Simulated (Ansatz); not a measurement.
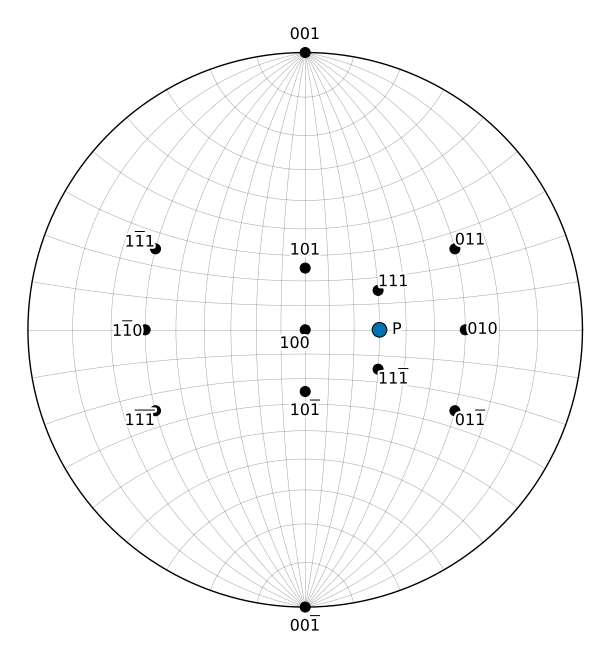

For LiW, the geometry relaxed with DFT PBE, scalar-relativistic, plane waves, PAW (Ansatz 0.2.0); the starting structure was generated, so it need not be a known form of this composition: stereographic projection of plane normals (upper hemisphere) centred on (1 0 0). The drawing is computed from the coordinates (standard cell, symmetry found to 0.002 Å).

a = 2.699 Å, b = 2.699 Å, c = 4.992 Å, α = 90.00°, β = 90.00°, γ = 120.00°.

**Index the pole marked P.**

P is (1 1 0), in four indices (1 1 −2 0), 30.0° from the centre.

**What is the angle between the normals of (0 0 1) and (1 0 1), and what are their d_hkl = 1/|g|?**

64.9°; d = 4.992 Å and 2.117 Å.
